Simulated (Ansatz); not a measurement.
## FePt: pressure series

Consider FePt (space group P4/mmm, No. 123; a = 2.730 Å, c = 3.764 Å; ferromagnetic).

Cell and atoms are relaxed at each pressure.

Level of theory: PBE (Ansatz, a program for electronic structure; PAW; 420 eV plane waves; no SOC).

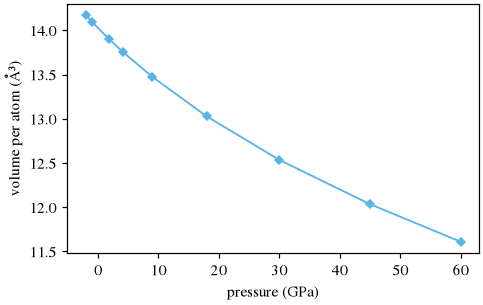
Fig. 1. Volume against pressure

Problem. Estimate the zero-pressure bulk modulus from the plot.

Solution. About 210 GPa; a third-order Birch–Murnaghan fit to the points gives V₀ = 14.03 Å³/atom, B₀ = 210 GPa and B₀′ = 4.5.

Other magnetic orders, which the real material may have, were not ruled out. Load acts through the strain it causes; cell and atoms are relaxed under it. Stability against distortions was not tested. Competing high-pressure phases were not computed.
